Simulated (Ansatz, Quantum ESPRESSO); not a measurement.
# Evanescent states of CdTe, zinc blende type, lattice constant set to 6.325 Å, part 2 of 3

Wanted: the complex band structure of CdTe, zinc blende type, lattice constant set to 6.325 Å, as for a tunnel barrier.

Quantum ESPRESSO 7.5; plane-wave DFT, LDA, GBRV ultrasoft pseudopotentials; cross-check by Ansatz 0.2.0 with PAW datasets.

So far. Step 2 (SCF with pw.x): The run needed 11 iterations to bring the estimated error under 1e-09 Ry.

## (3) Complex bands with pwcond.x

Level of this step: complex band structure by pwcond; plane-wave DFT, LDA, GBRV ultrasoft pseudopotentials (Quantum ESPRESSO).

ikind = 0 solves one period of the crystal for all kz, real and complex, at each energy and k across. ewind and epsproj trim the two-dimensional plane-wave basis; nz1 sets the subslabs.

Input file cbs.in:

```
&inputcond
  outdir = './out'
  prefixl = 'scf'
  band_file = 'cbs'
  ikind = 0
  ewind = 4.0
  epsproj = 1e-05
  nz1 = 7
  energy0 = 4.93
  denergy = -0.17
/
4
  0.00000000 0.00000000 1.00000000
  0.50000000 0.00000000 1.00000000
  0.50000000 0.50000000 1.00000000
  0.25000000 0.00000000 1.00000000
42
```

The run is started by

```sh
> OMP_NUM_THREADS=1 mpirun -n 2 pwcond.x -in cbs.in > cbs.out
```

Output:

```text
[banner, memory and clock lines left out]
Program PWCOND v.7.5 starts

          URL

     ./out/scf.save/

     IMPORTANT: XC functional enforced from input :
     Exchange-correlation= PZ
                           (   1   1   0   0   0   0   0)
     Any further DFT definition will be discarded
     Please, verify this is what you really want

     negative rho (up, down):  3.856E-02 0.000E+00
     Reading collected, re-writing distributed wavefunctions

===== INPUT FILE containing the left lead =====

     GEOMETRY:

     lattice parameter (alat)  =       8.4517  a.u.
     the volume                =     853.7844 (a.u.)^3
     the cross section         =      71.4313 (a.u.)^2
     l of the unit cell        =       1.4142 (alat)
     number of atoms/cell      =            4
     number of atomic types    =            2

     crystal axes: (cart. coord. in units of alat)
               a(1) = (  1.0000  0.0000  0.0000 )
               a(2) = (  0.0000  1.0000  0.0000 )
               a(3) = (  0.0000  0.0000  1.4142 )

   Cartesian axes

     site n.     atom                  positions (alat units)
          1        Cd     tau(  1)=(  0.0000  0.0000  1.4142  )
          2        Te     tau(  2)=(  0.5000  0.0000  0.3536  )
          3        Cd     tau(  3)=(  0.5000  0.5000  0.7071  )
          4        Te     tau(  4)=(  0.0000  0.5000  1.0607  )

     nr1s                      =           36
     nr2s                      =           36
     nr3s                      =           50
     nr1sx                     =           36
     nr2sx                     =           36
     nr3sx                     =           50
     nr1                       =           40
     nr2                       =           40
     nr3                       =           54
     nr1x                      =           40
     nr2x                      =           40
     nr3x                      =           54

 _______________________________
  Radii of nonlocal spheres:

     type       ibeta     ang. mom.          radius (alat units)
       Cd         1         0                    0.2779
       Cd         2         0                    0.2779
       Cd         3         1                    0.2779
       Cd         4         1                    0.2779
       Cd         5         2                    0.2779
       Cd         6         2                    0.2779
       Te         1         0                    0.3133
       Te         2         0                    0.3133
       Te         3         1                    0.3133
       Te         4         1                    0.3133
       Te         5         2                    0.3133
----- General information -----

----- Complex band structure calculation -----

     nrx                       =           36
     nry                       =           36
     nz1                       =            7

     energy0               =         4.9E+00
     denergy               =        -1.7E-01
     nenergy               =         42
     ecut2d                =         4.0E+01
     ewind                 =         4.0E+00
     epsproj               =         1.0E-05

     number of k_|| points=    4
                       cryst. coord.
        k(    1) = (   0.0000000   0.0000000), wk =   0.2500000
        k(    2) = (   0.5000000   0.0000000), wk =   0.2500000
        k(    3) = (   0.5000000   0.5000000), wk =   0.2500000
        k(    4) = (   0.2500000   0.0000000), wk =   0.2500000
----- Information about left lead -----

     nocros                   =           18
     noins                    =           44
     norb                     =           80
     norbf                    =           80
     nrz                      =           50

      iorb      type   ibeta   ang. mom.   m       position (alat)
        1        1       1        0        1   taunew(   1)=(  0.0000  0.0000  0.0000)
        2        1       2        0        1   taunew(   2)=(  0.0000  0.0000  0.0000)
        3        1       3        1        1   taunew(   3)=(  0.0000  0.0000  0.0000)
        4        1       3        1        2   taunew(   4)=(  0.0000  0.0000  0.0000)
        5        1       3        1        3   taunew(   5)=(  0.0000  0.0000  0.0000)
        6        1       4        1        1   taunew(   6)=(  0.0000  0.0000  0.0000)
        7        1       4        1        2   taunew(   7)=(  0.0000  0.0000  0.0000)
        8        1       4        1        3   taunew(   8)=(  0.0000  0.0000  0.0000)
        9        1       5        2        1   taunew(   9)=(  0.0000  0.0000  0.0000)
       10        1       5        2        2   taunew(  10)=(  0.0000  0.0000  0.0000)
       11        1       5        2        3   taunew(  11)=(  0.0000  0.0000  0.0000)
       12        1       5        2        4   taunew(  12)=(  0.0000  0.0000  0.0000)
       13        1       5        2        5   taunew(  13)=(  0.0000  0.0000  0.0000)
       14        1       6        2        1   taunew(  14)=(  0.0000  0.0000  0.0000)
       15        1       6        2        2   taunew(  15)=(  0.0000  0.0000  0.0000)
       16        1       6        2        3   taunew(  16)=(  0.0000  0.0000  0.0000)
       17        1       6        2        4   taunew(  17)=(  0.0000  0.0000  0.0000)
       18        1       6        2        5   taunew(  18)=(  0.0000  0.0000  0.0000)
       19        2       1        0        1   taunew(  19)=(  0.5000  0.0000  0.3536)
       20        2       2        0        1   taunew(  20)=(  0.5000  0.0000  0.3536)
       21        2       3        1        1   taunew(  21)=(  0.5000  0.0000  0.3536)
       22        2       3        1        2   taunew(  22)=(  0.5000  0.0000  0.3536)
       23        2       3        1        3   taunew(  23)=(  0.5000  0.0000  0.3536)
       24        2       4        1        1   taunew(  24)=(  0.5000  0.0000  0.3536)
       25        2       4        1        2   taunew(  25)=(  0.5000  0.0000  0.3536)
       26        2       4        1        3   taunew(  26)=(  0.5000  0.0000  0.3536)
       27        2       5        2        1   taunew(  27)=(  0.5000  0.0000  0.3536)
       28        2       5        2        2   taunew(  28)=(  0.5000  0.0000  0.3536)
       29        2       5        2        3   taunew(  29)=(  0.5000  0.0000  0.3536)
       30        2       5        2        4   taunew(  30)=(  0.5000  0.0000  0.3536)
       31        2       5        2        5   taunew(  31)=(  0.5000  0.0000  0.3536)
       32        1       1        0        1   taunew(  32)=(  0.5000  0.5000  0.7071)
       33        1       2        0        1   taunew(  33)=(  0.5000  0.5000  0.7071)
[...]
72        1       5        2        2   taunew(  72)=(  0.0000  0.0000  1.4142)
       73        1       5        2        3   taunew(  73)=(  0.0000  0.0000  1.4142)
       74        1       5        2        4   taunew(  74)=(  0.0000  0.0000  1.4142)
       75        1       5        2        5   taunew(  75)=(  0.0000  0.0000  1.4142)
       76        1       6        2        1   taunew(  76)=(  0.0000  0.0000  1.4142)
       77        1       6        2        2   taunew(  77)=(  0.0000  0.0000  1.4142)
       78        1       6        2        3   taunew(  78)=(  0.0000  0.0000  1.4142)
       79        1       6        2        4   taunew(  79)=(  0.0000  0.0000  1.4142)
       80        1       6        2        5   taunew(  80)=(  0.0000  0.0000  1.4142)
    k slab    z(k)  z(k+1)     crossing(iorb=1,norb)
    1   0.0000 0.0283 0.0283   11111111111111111100000000000000000000000000000000000000000000000000000000000000
    2   0.0283 0.0566 0.0283   11111111111111111111111111111110000000000000000000000000000000000000000000000000
    3   0.0566 0.0849 0.0283   11111111111111111111111111111110000000000000000000000000000000000000000000000000
    4   0.0849 0.1131 0.0283   11111111111111111111111111111110000000000000000000000000000000000000000000000000
    5   0.1131 0.1414 0.0283   11111111111111111111111111111110000000000000000000000000000000000000000000000000
    6   0.1414 0.1697 0.0283   11111111111111111111111111111110000000000000000000000000000000000000000000000000
    7   0.1697 0.1980 0.0283   11111111111111111111111111111110000000000000000000000000000000000000000000000000
    8   0.1980 0.2263 0.0283   11111111111111111111111111111110000000000000000000000000000000000000000000000000
    9   0.2263 0.2546 0.0283   11111111111111111111111111111110000000000000000000000000000000000000000000000000
   10   0.2546 0.2828 0.0283   11111111111111111111111111111110000000000000000000000000000000000000000000000000
   11   0.2828 0.3111 0.0283   00000000000000000011111111111110000000000000000000000000000000000000000000000000
   12   0.3111 0.3394 0.0283   00000000000000000011111111111110000000000000000000000000000000000000000000000000
   13   0.3394 0.3677 0.0283   00000000000000000011111111111110000000000000000000000000000000000000000000000000
   14   0.3677 0.3960 0.0283   00000000000000000011111111111110000000000000000000000000000000000000000000000000
   15   0.3960 0.4243 0.0283   00000000000000000011111111111110000000000000000000000000000000000000000000000000
   16   0.4243 0.4525 0.0283   00000000000000000011111111111111111111111111111110000000000000000000000000000000
   17   0.4525 0.4808 0.0283   00000000000000000011111111111111111111111111111110000000000000000000000000000000
   18   0.4808 0.5091 0.0283   00000000000000000011111111111111111111111111111110000000000000000000000000000000
   19   0.5091 0.5374 0.0283   00000000000000000011111111111111111111111111111110000000000000000000000000000000
   20   0.5374 0.5657 0.0283   00000000000000000011111111111111111111111111111110000000000000000000000000000000
   21   0.5657 0.5940 0.0283   00000000000000000011111111111111111111111111111110000000000000000000000000000000
   22   0.5940 0.6223 0.0283   00000000000000000011111111111111111111111111111110000000000000000000000000000000
   23   0.6223 0.6505 0.0283   00000000000000000011111111111111111111111111111110000000000000000000000000000000
   24   0.6505 0.6788 0.0283   00000000000000000011111111111111111111111111111110000000000000000000000000000000
   25   0.6788 0.7071 0.0283   00000000000000000000000000000001111111111111111110000000000000000000000000000000
   26   0.7071 0.7354 0.0283   00000000000000000000000000000001111111111111111110000000000000000000000000000000
   27   0.7354 0.7637 0.0283   00000000000000000000000000000001111111111111111111111111111111000000000000000000
   28   0.7637 0.7920 0.0283   00000000000000000000000000000001111111111111111111111111111111000000000000000000
   29   0.7920 0.8202 0.0283   00000000000000000000000000000001111111111111111111111111111111000000000000000000
   30   0.8202 0.8485 0.0283   00000000000000000000000000000001111111111111111111111111111111000000000000000000
   31   0.8485 0.8768 0.0283   00000000000000000000000000000001111111111111111111111111111111000000000000000000
   32   0.8768 0.9051 0.0283   00000000000000000000000000000001111111111111111111111111111111000000000000000000
   33   0.9051 0.9334 0.0283   00000000000000000000000000000001111111111111111111111111111111000000000000000000
   34   0.9334 0.9617 0.0283   00000000000000000000000000000001111111111111111111111111111111000000000000000000
   35   0.9617 0.9899 0.0283   00000000000000000000000000000001111111111111111111111111111111000000000000000000
   36   0.9899 1.0182 0.0283   00000000000000000000000000000000000000000000000001111111111111000000000000000000
   37   1.0182 1.0465 0.0283   00000000000000000000000000000000000000000000000001111111111111000000000000000000
   38   1.0465 1.0748 0.0283   00000000000000000000000000000000000000000000000001111111111111000000000000000000
   39   1.0748 1.1031 0.0283   00000000000000000000000000000000000000000000000001111111111111000000000000000000
   40   1.1031 1.1314 0.0283   00000000000000000000000000000000000000000000000001111111111111000000000000000000
   41   1.1314 1.1597 0.0283   00000000000000000000000000000000000000000000000001111111111111111111111111111111
   42   1.1597 1.1879 0.0283   00000000000000000000000000000000000000000000000001111111111111111111111111111111
   43   1.1879 1.2162 0.0283   00000000000000000000000000000000000000000000000001111111111111111111111111111111
   44   1.2162 1.2445 0.0283   00000000000000000000000000000000000000000000000001111111111111111111111111111111
   45   1.2445 1.2728 0.0283   00000000000000000000000000000000000000000000000001111111111111111111111111111111
   46   1.2728 1.3011 0.0283   00000000000000000000000000000000000000000000000001111111111111111111111111111111
   47   1.3011 1.3294 0.0283   00000000000000000000000000000000000000000000000001111111111111111111111111111111
   48   1.3294 1.3576 0.0283   00000000000000000000000000000000000000000000000001111111111111111111111111111111
   49   1.3576 1.3859 0.0283   00000000000000000000000000000000000000000000000001111111111111111111111111111111
   50   1.3859 1.4142 0.0283   00000000000000000000000000000000000000000000000000000000000000111111111111111111
 ngper, shell number =          225          33
 ngper, n2d =          225         225
---  E-Ef =    4.9300000  k =    0.0000000   0.0000000
---  ie =          1  ik =          1
 Nchannels of the left tip =            2
 Right moving states:
   k1(2pi/a)   k2(2pi/a)   E-Ef (eV)
   0.2215142   0.0000000   4.9300000
   0.2215142   0.0000000   4.9300000
 Left moving states:
   k1(2pi/a)   k2(2pi/a)   E-Ef (eV)
  -0.2215142   0.0000000   4.9300000
  -0.2215142   0.0000000   4.9300000

---  E-Ef =    4.7600000  k =    0.0000000   0.0000000
---  ie =          2  ik =          1
 Nchannels of the left tip =            2
 Right moving states:
   k1(2pi/a)   k2(2pi/a)   E-Ef (eV)
   0.1794301   0.0000000   4.7600000
   0.1794301   0.0000000   4.7600000
 Left moving states:
   k1(2pi/a)   k2(2pi/a)   E-Ef (eV)
  -0.1794301   0.0000000   4.7600000
  -0.1794301   0.0000000   4.7600000
[... further energies and points left out ...]
---  E-Ef =   -1.8700000  k =    0.2500000   0.0000000
---  ie =         41  ik =          4
 Nchannels of the left tip =            1
 Right moving states:
   k1(2pi/a)   k2(2pi/a)   E-Ef (eV)
   0.3723121   0.0000000  -1.8700000
 Left moving states:
   k1(2pi/a)   k2(2pi/a)   E-Ef (eV)
  -0.3723121   0.0000000  -1.8700000

---  E-Ef =   -2.0400000  k =    0.2500000   0.0000000
---  ie =         42  ik =          4
 Nchannels of the left tip =            1
 Right moving states:
   k1(2pi/a)   k2(2pi/a)   E-Ef (eV)
   0.3362184   0.0000000  -2.0400000
 Left moving states:
   k1(2pi/a)   k2(2pi/a)   E-Ef (eV)
  -0.3362184   0.0000000  -2.0400000

Note: The following floating-point exceptions are signalling: IEEE_UNDERFLOW_FLAG IEEE_DENORMAL
Note: The following floating-point exceptions are signalling: IEEE_UNDERFLOW_FLAG IEEE_DENORMAL
```

Elapsed: 8.9 min, on 2 MPI ranks of Intel Xeon Platinum 8488C (Sapphire Rapids), shared host; peak memory 0.25 GiB; 18 min of CPU time.

Read from the output:

```
peak of the smallest κ at the zone centre : 0.052 Å⁻¹
energy of the peak at the zone centre     : 0.34 eV
peak of the smallest κ at (1/2, 0)        : 0.185 Å⁻¹
peak of the smallest κ at (1/4, 0)        : 0.185 Å⁻¹
```

K across = (0, 0) in the cell's reciprocal vectors; values within 0.0025 1/Å of each other count once, columns are sorted by size at each energy, a dash where no further value was kept. Im kz of the slowest decaying states against energy, zero at the highest filled level of the SCF mesh:

```csv
energy (eV),decay 1 (Å⁻¹),decay 2 (Å⁻¹),decay 3 (Å⁻¹)
-2.04,1.05,1.36,1.66
-1.70,1.01,1.34,1.63
-1.19,0.943,1.31,1.64
-0.85,0.892,1.29,1.70
-0.34,0.811,1.26,1.71
0.00,0.007,0.017,0.754
0.34,0.052,0.186,0.694
0.85,0.267,0.596,1.19
1.19,0.296,0.521,1.16
1.70,0.317,0.384,1.12
2.04,0.251,0.321,1.10
2.55,0.312,1.06,1.76
2.89,0.298,1.03,1.77
3.23,0.068,0.275,1.00
3.74,0.181,0.22,0.963
4.08,0.16,0.207,0.934
4.59,0.105,0.222,0.889
4.93,0.161,0.221,0.859
```

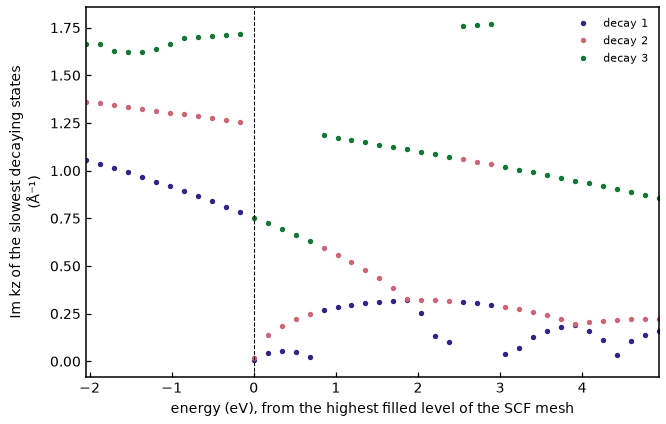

Im kz of the slowest decaying states against energy.

K across = (0, 0) in the cell's reciprocal vectors. Re kz of states that move upwards against energy, zero at the highest filled level of the SCF mesh:

```
energy (eV)  channel 1 (Å⁻¹)  channel 2 (Å⁻¹)  channel 3 (Å⁻¹)
     -2.040           -0.355            0.183            0.183
     -1.530           -0.275            0.416            0.416
     -1.020           -0.417           -0.417           -0.195
     -0.510           -0.266           -0.266           -0.115
      0.000                -                -                -
      0.510                -                -                -
      1.020           0.0793                -                -
      1.530            0.160                -                -
      2.040            0.239                -                -
      2.550            0.102            0.328            0.388
      3.060            0.361                -                -
      3.570           -0.293                -                -
      4.080           -0.159                -                -
      4.420           0.0356           0.0356                -
```

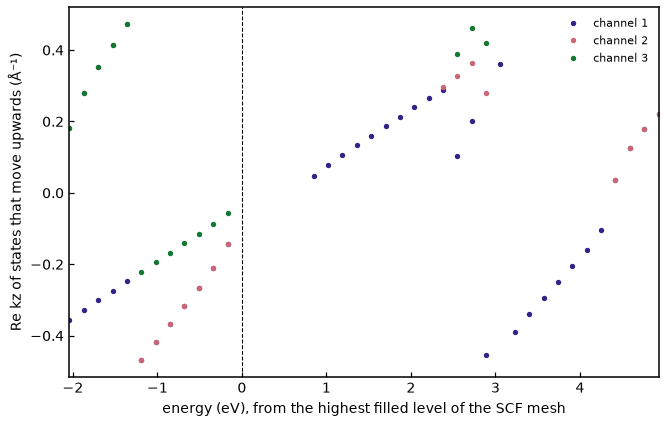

Re kz of states that move upwards, plotted against energy.

K across = (1/2, 0) in the cell's reciprocal vectors; values within 0.0025 1/Å of each other count once, columns are sorted by size at each energy, a dash where no further value was kept. Table of Im kz of the slowest decaying states by energy, zero at the highest filled level of the SCF mesh:

| energy (eV) | decay 1 (Å⁻¹) | decay 2 (Å⁻¹) | decay 3 (Å⁻¹) |
| --- | --- | --- | --- |
| -2.04 | 0.842 | 1.53 | 1.90 |
| -1.70 | 0.756 | 1.33 | - |
| -1.19 | 0.541 | 1.20 | 1.74 |
| -0.85 | 0.059 | 0.334 | 1.13 |
| -0.34 | 0.155 | 0.601 | 1.04 |
| 0.00 | 0.178 | 0.643 | 0.985 |
| 0.34 | 0.185 | 0.66 | 0.932 |
| 0.85 | 0.173 | 0.664 | 0.854 |
| 1.19 | 0.145 | 0.657 | 0.802 |
| 1.70 | 0.636 | 0.722 | 1.57 |
| 2.04 | 0.617 | 0.667 | 1.55 |
| 2.55 | 0.578 | 1.51 | 1.54 |
| 2.89 | 0.511 | 0.548 | 1.48 |
| 3.23 | 0.102 | 0.432 | 0.512 |
| 3.74 | 0.26 | 0.446 | 1.41 |
| 4.08 | 0.228 | 0.391 | 1.37 |
| 4.59 | 0.126 | 0.278 | 1.32 |
| 4.93 | 0.144 | 1.28 | - |

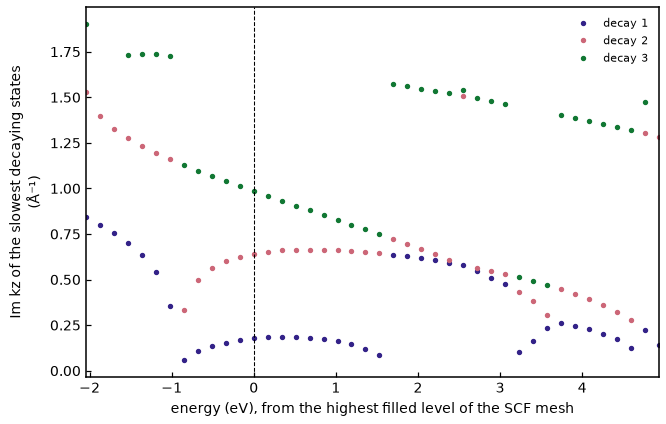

Im kz of the slowest decaying states, plotted against energy.

K across = (1/2, 1/2) in the cell's reciprocal vectors; values within 0.0025 1/Å of each other count once, columns are sorted by size at each energy, a dash where no further value was kept. Im kz of the slowest decaying states against energy, zero at the highest filled level of the SCF mesh:

```
energy (eV)  decay 1 (Å⁻¹)  decay 2 (Å⁻¹)  decay 3 (Å⁻¹)
      -2.04          0.146          0.154           1.52
      -1.70          0.248          0.255           1.51
      -1.19          0.309          0.313           1.49
      -0.85          0.328           1.48           1.77
      -0.34          0.333          0.338           1.46
       0.00          0.327          0.336           1.44
       0.34          0.315          0.327           1.43
       0.85          0.285          0.303           1.41
       1.19          0.256          0.279           1.39
       1.70          0.192          0.227           1.36
       2.04          0.122          0.175           1.35
       2.55           1.32           1.53           1.62
       2.89           1.30           1.50           1.60
       3.23           1.28           1.47           1.58
       3.74           1.25           1.43           1.56
       4.08           1.23           1.40           1.54
       4.59          0.028          0.069           1.19
       4.93          0.054          0.096           1.17
```

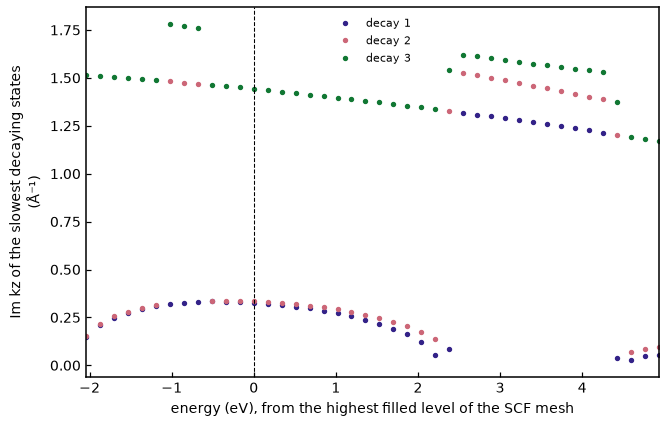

Im kz of the slowest decaying states, plotted against energy.

K across = (1/4, 0) in the cell's reciprocal vectors; values within 0.0025 1/Å of each other count once, columns are sorted by size at each energy, a dash where no further value was kept. Table of Im kz of the slowest decaying states by energy, zero at the highest filled level of the SCF mesh:

```
energy (eV)  decay 1 (Å⁻¹)  decay 2 (Å⁻¹)  decay 3 (Å⁻¹)
      -2.04          0.089          0.267           1.23
      -1.70          0.122           1.21           1.26
      -1.19          0.101           1.16           1.21
      -0.85           1.02           1.18           1.23
      -0.34          0.099          0.902           1.13
       0.00          0.153          0.201          0.836
       0.34          0.178          0.301          0.772
       0.85          0.183          0.384          0.677
       1.19          0.169          0.418          0.611
       1.70          0.104          0.452          0.501
       2.04          0.413          0.466          0.857
       2.55          0.108          0.194          0.476
       2.89          0.087          0.142          0.475
       3.23          0.151          0.171          0.467
       3.74          0.133          0.182          0.434
       4.08          0.094          0.152          0.382
       4.59           0.18          0.212            0.5
       4.93          0.219          0.476          0.518
```

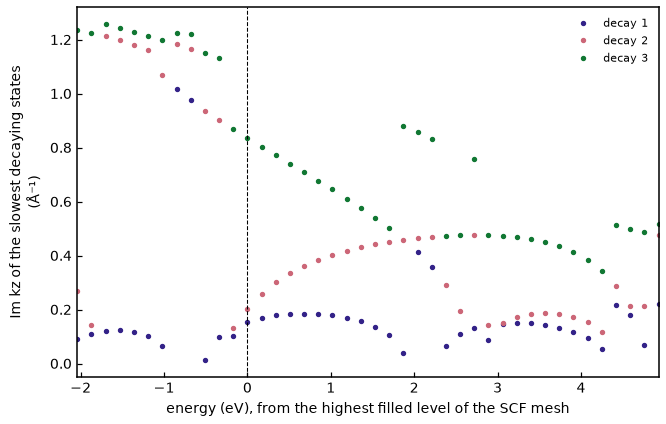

Im kz of the slowest decaying states against energy.

(Part 2 of 3 ends here.)

[Logs are printed without paths, hosts, clocks, repeated set-up lines and the standing remarks that a program may print on its own settings, such as how far it seeks lower states.]

[Hosts, paths, dates, database ids (printed as entryN), source tags and the programs' standing remarks are cut or masked in the printed files.]

[Maps of the electrostatic potential energy from Ansatz leave out the sawtooth potential of an applied field or a dipole correction, so their vacuum need not be flat; planar profiles and work functions include it.]
